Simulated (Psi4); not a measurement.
C₆H₁₂Cl₄Si₄: property calculation (part 2 of 2)

Continued. System: C₆H₁₂Cl₄Si₄. Method: HF/6-31G*, RHF (Psi4 1.11). The geometry comes from this level: GFN2-xTB.

Log, continued
```
    1     0.00000000000000     1.16972877087621     0.03360162017653     0.00828079505358     0.00145947614621
    2     1.16972877087621     0.00000000000000     0.95717563427943     0.06380592462535     0.00845278085151
    3     0.03360162017653     0.95717563427943     0.00000000000000     0.96083925701042     0.03274541101776
    4     0.00828079505358     0.06380592462535     0.96083925701042     0.00000000000000     1.16943654092792
    5     0.00145947614621     0.00845278085151     0.03274541101776     1.16943654092792     0.00000000000000
    6     0.00035012445218     0.00658077547239     0.02341142403458     0.95632677976859     0.03463326924339
    7     0.00828658565662     0.06352644550892     0.00654498535767     0.06461553346513     0.00821145035375
    8     0.00146008094896     0.00844796876766     0.00034815979138     0.00831848959581     0.00148495633841
    9     0.03349553879162     0.95576682658217     0.02528740251420     0.00655267474330     0.00035238103018
   10     0.00035054757837     0.00658676691162     0.00066151920658     0.00656868339125     0.00035126746380
   11     0.00830008865847     0.06383708844075     0.00655041888688     0.06356117349210     0.00838015506578
   12     0.00145755480310     0.00845261256136     0.00034688063615     0.00833393058544     0.00146130967312
   13     0.03347146976956     0.95790084202820     0.02367549887152     0.00654018729759     0.00034524964186
   14     0.00035368404000     0.00660364747771     0.02350449509774     0.95878996783143     0.03306841903987
   15     0.00097867086706     0.02493862724534     0.90637251328612     0.02454251709007     0.00098323375365
   16     0.00098033471286     0.02540229510614     0.90674881930788     0.02455491322940     0.00100378882822
   17     0.00003021202064     0.00023188633679     0.00078989792314     0.02578008247496     0.00097803652225
   18     0.00005950495035     0.00043805210833     0.00505023382107     0.02507165767280     0.00098202951686
   19     0.00097627595177     0.02572468597674     0.00080231767238     0.00022263132211     0.00003072849504
   20     0.00097772205165     0.02581621720205     0.00508745164657     0.00043427577032     0.00005903826052
   21     0.00005932171689     0.00043776360358     0.00002906443308     0.00023024290541     0.00003053869928
   22     0.00003027040424     0.00023084489831     0.00003065328232     0.00044181130534     0.00005899239187
   23     0.00098214295838     0.02507688273605     0.00082034863629     0.00021875941635     0.00003107424582
   24     0.00098024619401     0.02475717182310     0.00518285190822     0.00043039458682     0.00006040232257
   25     0.00003027756118     0.00022964174931     0.00080011245860     0.02506644996307     0.00100755644521
   26     0.00005874001820     0.00044009273581     0.00504552903822     0.02514095988615     0.00097940591700

                 6                   7                   8                   9                  10

    1     0.00035012445218     0.00828658565662     0.00146008094896     0.03349553879162     0.00035054757837
    2     0.00658077547239     0.06352644550892     0.00844796876766     0.95576682658217     0.00658676691162
    3     0.02341142403458     0.00654498535767     0.00034815979138     0.02528740251420     0.00066151920658
    4     0.95632677976859     0.06461553346513     0.00831848959581     0.00655267474330     0.00656868339125
    5     0.03463326924339     0.00821145035375     0.00148495633841     0.00035238103018     0.00035126746380
    6     0.00000000000000     0.95847813517841     0.03406966000731     0.02356744892852     0.02342087531878
    7     0.95847813517841     0.00000000000000     1.16929910059834     0.96089311486102     0.95929124399602
    8     0.03406966000731     1.16929910059834     0.00000000000000     0.03274428195893     0.03360119062996
    9     0.02356744892852     0.96089311486102     0.03274428195893     0.00000000000000     0.02347966986740
   10     0.02342087531878     0.95929124399602     0.03360119062996     0.02347966986740     0.00000000000000
   11     0.00658647108313     0.06433721731784     0.00837298850189     0.00656007770166     0.95604947239435
   12     0.00035130327126     0.00820310896533     0.00147797820306     0.00035227355845     0.03444912279834
   13     0.00066050256942     0.00653443535343     0.00034630559492     0.02483252567624     0.02343782153256
   14     0.02476536105065     0.00651518664276     0.00035196614500     0.00066353137232     0.02528196969121
   15     0.00082065945215     0.00022223091291     0.00003109767634     0.00083977621257     0.00002943160644
   16     0.00525827123192     0.00043656508647     0.00005953580553     0.00519891163495     0.00003106180976
   17     0.90542279814204     0.02496998247494     0.00100072980768     0.00079193660419     0.00512935718777
   18     0.90517507465291     0.02521477809042     0.00097542296569     0.00503344152041     0.00080363740209
   19     0.00080005708496     0.02455871859512     0.00100126064744     0.90573702797168     0.00518427296193
   20     0.00520887218963     0.02457411334628     0.00100900459141     0.90591170542207     0.00080041417177
   21     0.00080297285955     0.02513129939043     0.00097429232540     0.00504257327258     0.90523639458515
   22     0.00518056601579     0.02478264353639     0.00100804870151     0.00079560034380     0.90574989139215
   23     0.00003092595534     0.00043450874041     0.00005997749639     0.00522488370844     0.00526258330116
   24     0.00002988648194     0.00022045784863     0.00003123715119     0.00084449441354     0.00082983843416
   25     0.00522394326845     0.00042886052694     0.00005941954045     0.00003031582718     0.00519268919225
   26     0.00079825439617     0.00021787997948     0.00003105697365     0.00002910056145     0.00079768454957

                11                  12                  13                  14                  15

    1     0.00830008865847     0.00145755480310     0.03347146976956     0.00035368404000     0.00097867086706
    2     0.06383708844075     0.00845261256136     0.95790084202820     0.00660364747771     0.02493862724534
    3     0.00655041888688     0.00034688063615     0.02367549887152     0.02350449509774     0.90637251328612
    4     0.06356117349210     0.00833393058544     0.00654018729759     0.95878996783143     0.02454251709007
    5     0.00838015506578     0.00146130967312     0.00034524964186     0.03306841903987     0.00098323375365
    6     0.00658647108313     0.00035130327126     0.00066050256942     0.02476536105065     0.00082065945215
    7     0.06433721731784     0.00820310896533     0.00653443535343     0.00651518664276     0.00022223091291
    8     0.00837298850189     0.00147797820306     0.00034630559492     0.00035196614500     0.00003109767634
    9     0.00656007770166     0.00035227355845     0.02483252567624     0.00066353137232     0.00083977621257
   10     0.95604947239435     0.03444912279834     0.02343782153256     0.02528196969121     0.00002943160644
   11     0.00000000000000     1.16957314326744     0.96082709456808     0.95750558422651     0.00043033874448
   12     1.16957314326744     0.00000000000000     0.03271630251436     0.03331765014898     0.00006017385555
   13     0.96082709456808     0.03271630251436     0.00000000000000     0.02359093895039     0.00513287739548
   14     0.95750558422651     0.03331765014898     0.02359093895039     0.00000000000000     0.00518852554024
   15     0.00043033874448     0.00006017385555     0.00513287739548     0.00518852554024     0.00000000000000
   16     0.00022050723349     0.00003094501572     0.00080807643080     0.00082260155539     0.00487804077883
   17     0.00044559663196     0.00005876659389     0.00003057135045     0.00505114977961     0.00003999499906
   18     0.00023462701706     0.00003028126504     0.00002909783716     0.00080767451204     0.00003745391275
   19     0.00043361514943     0.00005914143484     0.00505692701399     0.00002953637907     0.00003968697428
   20     0.00022293741838     0.00003063246412     0.00079426539324     0.00002997997232     0.00003641016017
   21     0.02507043397076     0.00098170885381     0.00504904131529     0.00081023640268     0.00000458547389
   22     0.02586867336245     0.00097543536066     0.00079248885988     0.00508387245255     0.00000479253057
   23     0.02454249711208     0.00099578000449     0.90701028093620     0.00083032211612     0.00003844665629
   24     0.02455976029414     0.00098225264361     0.90675558505991     0.00521710349411     0.00029570511982
   25     0.02538319896085     0.00100007415871     0.00079927389993     0.90635227279227     0.00003700934781
   26     0.02517767375272     0.00097758628229     0.00503658670682     0.90513701277791     0.00029636216928

                16                  17                  18                  19                  20

    1     0.00098033471286     0.00003021202064     0.00005950495035     0.00097627595177     0.00097772205165
    2     0.02540229510614     0.00023188633679     0.00043805210833     0.02572468597674     0.02581621720205
    3     0.90674881930788     0.00078989792314     0.00505023382107     0.00080231767238     0.00508745164657
    4     0.02455491322940     0.02578008247496     0.02507165767280     0.00022263132211     0.00043427577032
    5     0.00100378882822     0.00097803652225     0.00098202951686     0.00003072849504     0.00005903826052
    6     0.00525827123192     0.90542279814204     0.90517507465291     0.00080005708496     0.00520887218963
    7     0.00043656508647     0.02496998247494     0.02521477809042     0.02455871859512     0.02457411334628
    8     0.00005953580553     0.00100072980768     0.00097542296569     0.00100126064744     0.00100900459141
    9     0.00519891163495     0.00079193660419     0.00503344152041     0.90573702797168     0.90591170542207
   10     0.00003106180976     0.00512935718777     0.00080363740209     0.00518427296193     0.00080041417177
   11     0.00022050723349     0.00044559663196     0.00023462701706     0.00043361514943     0.00022293741838
   12     0.00003094501572     0.00005876659389     0.00003028126504     0.00005914143484     0.00003063246412
   13     0.00080807643080     0.00003057135045     0.00002909783716     0.00505692701399     0.00079426539324
   14     0.00082260155539     0.00505114977961     0.00080767451204     0.00002953637907     0.00002997997232
   15     0.00487804077883     0.00003999499906     0.00003745391275     0.00003968697428     0.00003641016017
   16     0.00000000000000     0.00003666335572     0.00029802641766     0.00003502668709     0.00029064784730
   17     0.00003666335572     0.00000000000000     0.00480526978840     0.00003991989511     0.00003674112292
   18     0.00029802641766     0.00480526978840     0.00000000000000     0.00003725681046     0.00029583027369
   19     0.00003502668709     0.00003991989511     0.00003725681046     0.00000000000000     0.00479456565579
   20     0.00029064784730     0.00003674112292     0.00029583027369     0.00479456565579     0.00000000000000
   21     0.00000479903134     0.00003574948414     0.00003984415916     0.00029629376627     0.00003713768376
   22     0.00000491945940     0.00029927846961     0.00003603623545     0.00003682281221     0.00004026421285
   23     0.00004028142528     0.00000488080053     0.00000475763210     0.00029166906624     0.00003535466098
   24     0.00003809976547     0.00000481369389     0.00000461500625     0.00003718339639     0.00003977101993
   25     0.00004076268177     0.00029217987133     0.00003676432871     0.00000482531365     0.00000485483143
   26     0.00003667124775     0.00003549046175     0.00003919292253     0.00000470303916     0.00000476011429

                21                  22                  23                  24                  25

    1     0.00005932171689     0.00003027040424     0.00098214295838     0.00098024619401     0.00003027756118
    2     0.00043776360358     0.00023084489831     0.02507688273605     0.02475717182310     0.00022964174931
    3     0.00002906443308     0.00003065328232     0.00082034863629     0.00518285190822     0.00080011245860
    4     0.00023024290541     0.00044181130534     0.00021875941635     0.00043039458682     0.02506644996307
    5     0.00003053869928     0.00005899239187     0.00003107424582     0.00006040232257     0.00100755644521
    6     0.00080297285955     0.00518056601579     0.00003092595534     0.00002988648194     0.00522394326845
    7     0.02513129939043     0.02478264353639     0.00043450874041     0.00022045784863     0.00042886052694
    8     0.00097429232540     0.00100804870151     0.00005997749639     0.00003123715119     0.00005941954045
    9     0.00504257327258     0.00079560034380     0.00522488370844     0.00084449441354     0.00003031582718
   10     0.90523639458515     0.90574989139215     0.00526258330116     0.00082983843416     0.00519268919225
   11     0.02507043397076     0.02586867336245     0.02454249711208     0.02455976029414     0.02538319896085
   12     0.00098170885381     0.00097543536066     0.00099578000449     0.00098225264361     0.00100007415871
   13     0.00504904131529     0.00079248885988     0.90701028093620     0.90675558505991     0.00079927389993
   14     0.00081023640268     0.00508387245255     0.00083032211612     0.00521710349411     0.90635227279227
   15     0.00000458547389     0.00000479253057     0.00003844665629     0.00029570511982     0.00003700934781
   16     0.00000479903134     0.00000491945940     0.00004028142528     0.00003809976547     0.00004076268177
   17     0.00003574948414     0.00029927846961     0.00000488080053     0.00000481369389     0.00029217987133
   18     0.00003984415916     0.00003603623545     0.00000475763210     0.00000461500625     0.00003676432871
   19     0.00029629376627     0.00003682281221     0.00029166906624     0.00003718339639     0.00000482531365
   20     0.00003713768376     0.00004026421285     0.00003535466098     0.00003977101993     0.00000485483143
   21     0.00000000000000     0.00480759633319     0.00029802320220     0.00003757552582     0.00003662478292
   22     0.00480759633319     0.00000000000000     0.00003684503327     0.00004026816198     0.00028966323496
   23     0.00029802320220     0.00003684503327     0.00000000000000     0.00491016994531     0.00004058925496
   24     0.00003757552582     0.00004026816198     0.00491016994531     0.00000000000000     0.00003691305435
   25     0.00003662478292     0.00028966323496     0.00004058925496     0.00003691305435     0.00000000000000
   26     0.00003890117316     0.00003545663447     0.00003655394545     0.00029653951254     0.00478894653948

                26

    1     0.00005874001820
    2     0.00044009273581
    3     0.00504552903822
    4     0.02514095988615
    5     0.00097940591700
    6     0.00079825439617
    7     0.00021787997948
    8     0.00003105697365
    9     0.00002910056145
   10     0.00079768454957
   11     0.02517767375272
   12     0.00097758628229
   13     0.00503658670682
   14     0.90513701277791
   15     0.00029636216928
   16     0.00003667124775
   17     0.00003549046175
   18     0.00003919292253
   19     0.00000470303916
   20     0.00000476011429
   21     0.00003890117316
   22     0.00003545663447
   23     0.00003655394545
   24     0.00029653951254
   25     0.00478894653948
   26     0.00000000000000

  Atomic Valences:

 #  #
 Irrep: 1
      1:    1.306740056358651
      2:    4.430590245904816
      3:    3.931452500294709
      4:    4.434104633410725
      5:    1.306587492191857
      6:    3.927954412109449
      7:    4.435928581783650
      8:    1.306564210764336
      9:    3.930027515078910
     10:    3.928577407374438
     11:    4.433030833252690
     12:    1.306675948919089
     13:    3.932174246567268
     14:    3.929672689488876
     15:    0.976279161761145
     16:    0.977260565686134
     17:    0.976341985792786
     18:    0.975540560819373
     19:    0.976235150073127
     20:    0.976572967483449
     21:    0.975523014949747
     22:    0.976661735425220
     23:    0.977258538986108
     24:    0.976623336857689
     25:    0.977213219585749
     26:    0.975481141335270

  Natural Orbital Occupations:

  Total Occupations:
  HONO-2 :   84  A    2.000
  HONO-1 :   85  A    2.000
  HONO-0 :   86  A    2.000
  LUNO+0 :   87  A    0.000
  LUNO+1 :   88  A    0.000
  LUNO+2 :   89  A    0.000
  LUNO+3 :   90  A    0.000

  Variable Map:
  ----------------------------------------------------------------------------
  "CURRENT ENERGY"           =>   -3228.163401227382
  "CURRENT REFERENCE ENERGY" =>   -3228.163401227382
  "DD SOLVATION ENERGY"      =>       0.000000000000
  "HF KINETIC ENERGY"        =>    3226.822474139727
  "HF POTENTIAL ENERGY"      =>   -6454.985875367109
  "HF TOTAL ENERGY"          =>   -3228.163401227382
  "HF VIRIAL RATIO"          =>       2.000415556511
  "NUCLEAR REPULSION ENERGY" =>    2029.806281510169
  "ONE-ELECTRON ENERGY"      =>   -8510.746026562454
  "PCM POLARIZATION ENERGY"  =>       0.000000000000
  "PE ENERGY"                =>       0.000000000000
  "SCF ITERATION ENERGY"     =>   -3228.163401227382
  "SCF ITERATIONS"           =>       8.000000000000
  "SCF TOTAL ENERGY"         =>   -3228.163401227382
  "TWO-ELECTRON ENERGY"      =>    3252.776343824903

  Array Variable Map:
  ----------------------------------------------------------------------------
  "CURRENT DIPOLE"           =>      -0.000367621896 ... 0.000618728061 1 by 3
  "SCF DIPOLE"               =>      -0.000367621896 ... 0.000618728061 1 by 3
  "SCF TOTAL ENERGIES"       =>   -3228.093598579328 ... -3228.163401227382 1 by 9

    Psi4 run time: 0:00:46.33
```

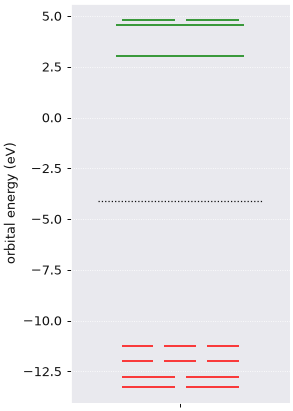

Figure 1. Orbital energies near the frontier; the dotted line parts filled from empty levels, and levels within 0.02 eV of each other stand side by side. Highest filled −11.25 eV, lowest empty 3.01 eV, 14.26 eV apart.

Results in brief

```csv
quantity,value
outcome,converged
total energy,−3228.163401 hartree
basis functions,266
HOMO,−11.25 eV
LUMO,3.01 eV
dipole moment,0.00 D
wall time,48 s
peak memory,1.5 GiB
```

Settings chosen away from the usual ones: e_convergence set to 1e-07.
